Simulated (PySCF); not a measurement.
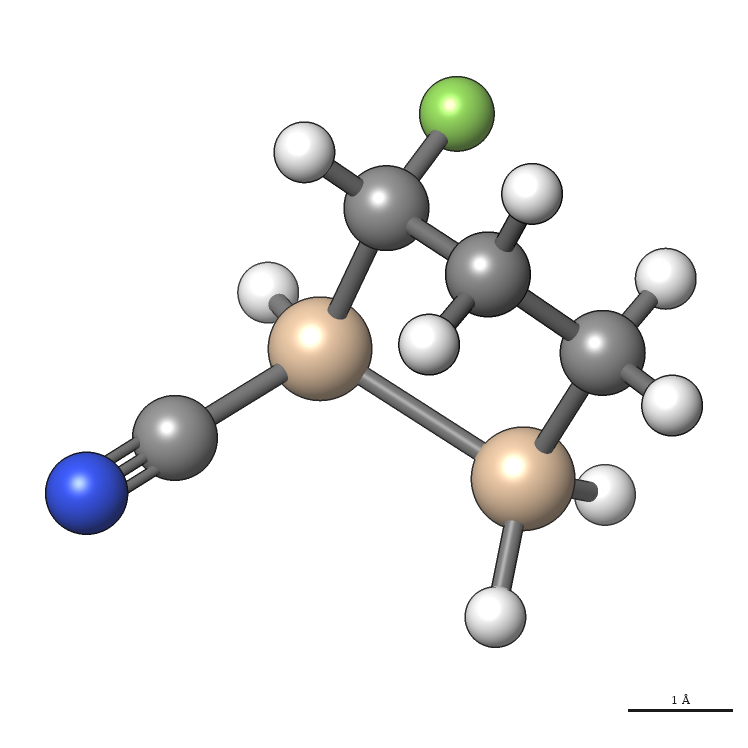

Rendered structure (ball-and-stick style). Double and triple bonds are drawn as two and three sticks. Colours: nitrogen blue, carbon grey, silicon light orange, fluorine green, hydrogen white.

**Which formula does it have?**

C4H8FNSi2, 16 atoms: 4 carbon, 8 hydrogen, 1 fluorine, 1 nitrogen and 2 silicon.

**Count the bonded pairs by element.**

5 C–H, 3 C–Si, 3 Si–H, 2 C–C, 1 C–N, 1 Si–Si, 1 C–F.

More results for the same structure follow; atom numbers are the same in all pictures, views and colours differ. The geometry was computed by an optimisation with PBE0-D3(BJ)/def2-SVP. No frequency run is at hand to confirm it as a minimum.

### Shape

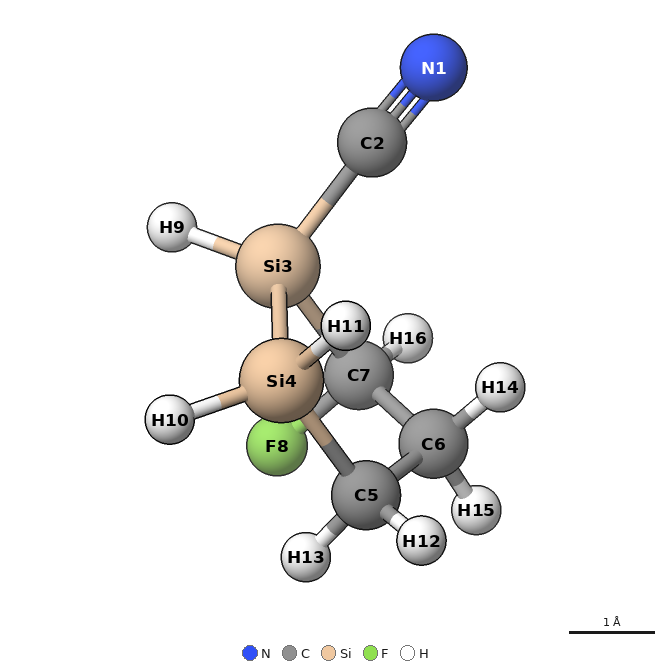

The atoms are numbered. No frequency run is at hand to confirm it as a minimum.

Give these bond angles: N1–C2–Si3, C2–Si3–Si4, Si3–Si4–C5, Si3–Si4–H10, Si3–C7–H16, C5–Si4–H11, C5–C6–C7, C5–C6–H15, C6–C5–H13, C6–C7–H16, C7–Si3–H9, F8–C7–H16.

```csv
angle,degrees
N1–C2–Si3,177.8
C2–Si3–Si4,110.5
Si3–Si4–C5,92.6
Si3–Si4–H10,116.0
Si3–C7–H16,114.2
C5–Si4–H11,112.5
C5–C6–C7,111.8
C5–C6–H15,110.7
C6–C5–H13,109.1
C6–C7–H16,111.3
C7–Si3–H9,113.2
F8–C7–H16,108.2
```

### Ring current

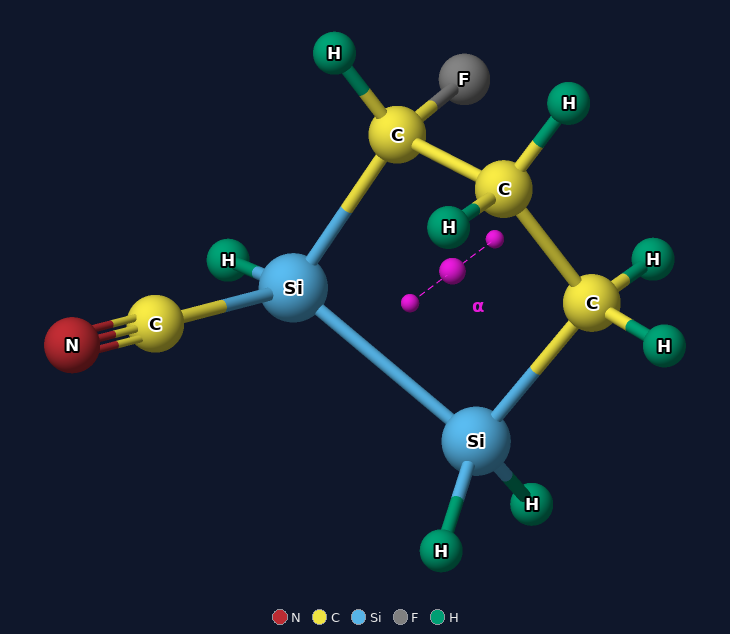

The small points mark where nucleus-independent chemical shifts (NICS) were computed: at the centre of each lettered ring and 1 Å above and below it. No frequency run is at hand to confirm it as a minimum. Level of theory: GIAO PBE0/pcSseg-1 NMR shielding, non-relativistic, IEF-PCM dimethylsulfoxide (PySCF 2.14.0).

Give NICS(0), NICS(1) and the out-of-plane component NICS(1)zz for each ring (means of the two sides).

```tsv
ring	members	NICS(0)	NICS(1)	NICS(1)zz
α	C3Si2	−3.4	−3.6	−1.8
```

Values in ppm.

**What do the values say about the ring currents?**

Ring α: weak, as in a non-aromatic ring. NICS is one index among several.

### Electronic properties

No frequency run is at hand to confirm it as a minimum. Method: ωB97X-D/def2-SVPD in chloroform (IEF-PCM) (PySCF 2.14.0). Excitations: vertical, linear response.

**What is the dipole moment?**

3.78 D.

**What is the mean static polarisability?**

129.4 bohr³.

**Give the HOMO energy (Kohn–Sham orbital) at this level.**

−9.63 eV.

**Estimate the LUMO energy (Kohn–Sham orbital).**

0.92 eV.

### NMR shielding

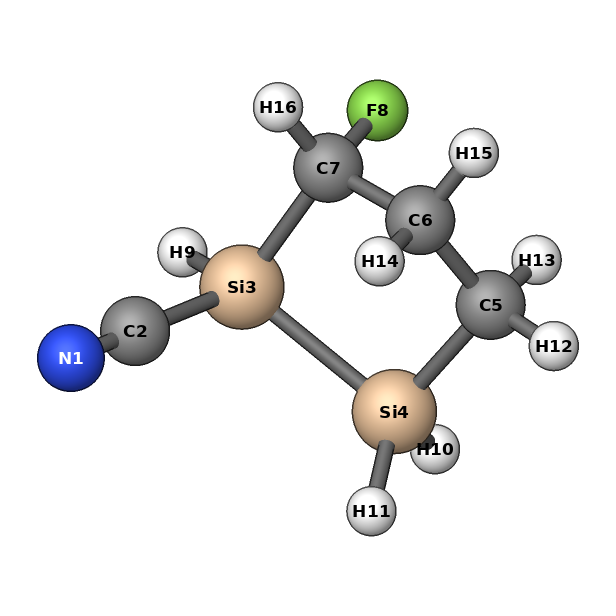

No frequency run is at hand to confirm it as a minimum. Properties computed with GIAO PBE0/pcSseg-1 NMR shielding, non-relativistic, IEF-PCM dimethylsulfoxide (PySCF 2.14.0). Principal shieldings σ11 ≤ σ22 ≤ σ33, span Ω = σ33 − σ11, skew κ = 3(σiso − σ22)/Ω.

**Which C atom has the most anisotropic shielding?**

C2, with a span of 357 ppm.

Give the shielding tensors of the C atoms.

| atom | σ11 | σ22 | σ33 | σiso | Ω | κ |
| --- | --- | --- | --- | --- | --- | --- |
| C2 | −67.6 | −62.9 | 289.9 | 53.1 | 357.5 | 0.97 |
| C5 | 158.5 | 180.1 | 192.8 | 177.1 | 34.2 | −0.26 |
| C6 | 137.8 | 149.9 | 163.3 | 150.3 | 25.5 | 0.05 |
| C7 | 55.6 | 73.3 | 149.5 | 92.8 | 94.0 | 0.62 |

Shieldings and span in ppm.
